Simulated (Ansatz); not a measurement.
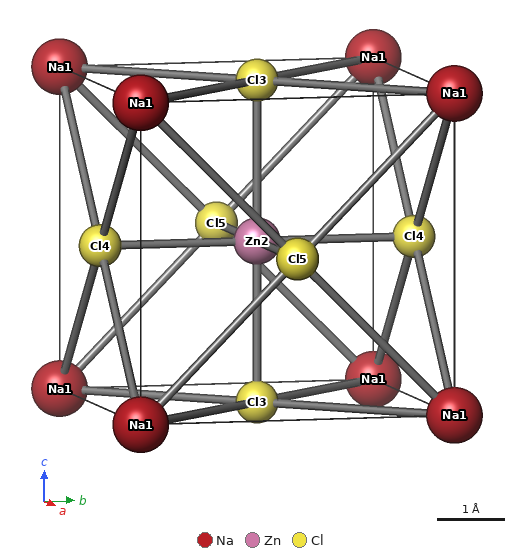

This is solid NaZnCl3 (built on the cubic perovskite type) at its r2SCAN-relaxed geometry. Style: ball-and-stick. Shown: the cell of the calculation, slightly off an axis.

Method: Ansatz 0.2.0, DFT, PBE, plane waves, PAW. Set-up: plane-wave cutoff 420 eV; k-point mesh 6 × 6 × 6; occupations fermi dirac; smearing width 0.02 eV; no spin polarisation.

The variant: The cell is strained by −1.2 % along c and +1.5 % across it (volume +1.8 %). The atoms and the free axis were relaxed with r2SCAN under that strain, and this is a single point on that geometry.

> Predict the response.

It lowers the energy by 1.2 meV per atom. Pressure: 1.4 GPa before, 0.7 GPa after. The principal stresses (compression positive) are 1.3 GPa along c and 0.3 GPa across it. All forces vanish by symmetry. Some distances before and after: Cl–Na 3.435 → 3.440 to 3.487 Å, Cl–Zn 2.429 → 2.399 to 2.465 Å. The space group (tolerance 0.01 Å) goes from Pm-3m (No. 221) to P4/mmm (No. 123).

The changed structure in the same view:

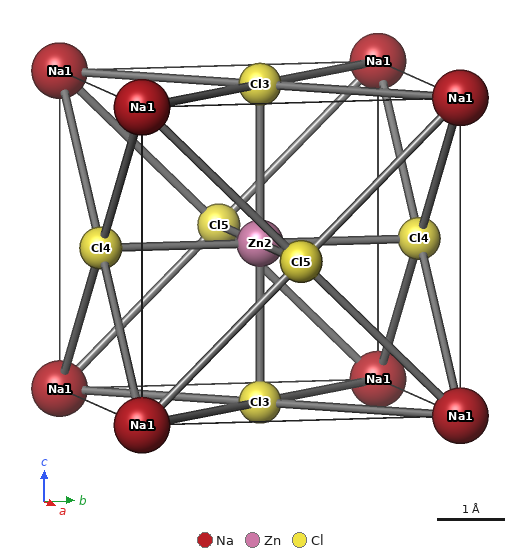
